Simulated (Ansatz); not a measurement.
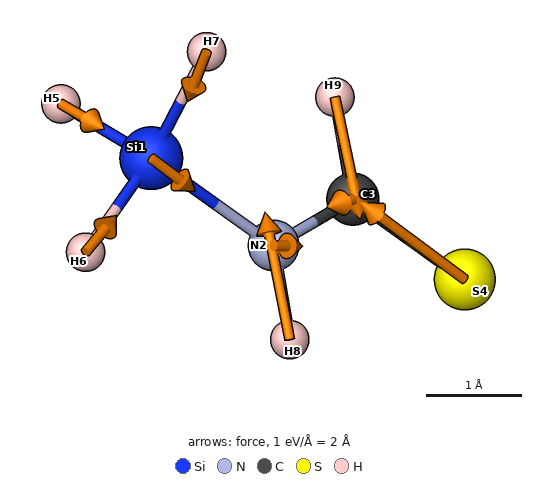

Starting geometry of CH5NSSi with the computed forces as orange arrows. Style: ball-and-stick. Shown from a free direction.

The start comes from PBE-D4/def2-SVP.

Method: RKS PBE0-D4/def2-TZVP in Ansatz 0.2.0.

The input:
```yaml
crystal:
  periodic: [false, false, false]
  atoms:
    - {symbol: Si, position_ang: [0.232022, 1.288947, 0.196863]}
    - {symbol: N, position_ang: [-0.353880, -0.391667, 0.341144]}
    - {symbol: C, position_ang: [-0.025866, -1.424217, -0.486437]}
    - {symbol: S, position_ang: [-0.573672, -2.971089, -0.367794]}
    - {symbol: H, position_ang: [-0.101368, 1.829288, -1.164409]}
    - {symbol: H, position_ang: [-0.481577, 2.055159, 1.268444]}
    - {symbol: H, position_ang: [1.719175, 1.355755, 0.401719]}
    - {symbol: H, position_ang: [-1.006350, -0.665837, 1.088702]}
    - {symbol: H, position_ang: [0.680015, -1.122640, -1.295231]}
basis:
  gaussian: {orbitals: def2-TZVP}
hamiltonian: {xc: pbe0, dispersion: d4}
relax: {f_tol: 0.005, max_steps: 150}
```

Launched with:
```bash
ansatz run in.yaml --threads 2 --pin off --events-out ev --progress --plain --max-ram 4352MiB
```

Q: What follows when this structure is relaxed?

A: It isn't relaxed: the largest force vector, on S4, is 0.78 eV/Å. The final displacements have little in common with the starting forces (cosine between the two patterns 0.22). The largest move after the best rigid fit is that of H9, 0.81 Å. By element the largest moves are H 0.81 Å, N 0.25 Å, C 0.24 Å, S 0.06 Å, Si 0.06 Å. Near-neighbour distances that change, for instance: Si1–N2 1.786 → 1.753 Å, C3–H9 1.115 → 1.093 Å, Si1–H5 1.502 → 1.480 Å, C3–S4 1.645 → 1.628 Å. Bond angles that change, for instance: N2–Si1–H6 105.5° → 109.9°, N2–Si1–H5 109.8° → 105.9°, H5–Si1–H7 109.1° → 111.1°. Groups turn about Si1–N2 by about 55°. After 27 accepted moves (32 points after the start) the energy has fallen by 1.38 kcal/mol. Largest force component: 0.73 eV/Å at the start, 0.0045 eV/Å at the end. The line search rejected the trial steps at points 4, 12, 13, 16, 17 of the run. The forces were under the threshold at step 6, but the run went on from there. Cost: 2.1 min on 2 threads of Arm Neoverse V2, on a shared host.
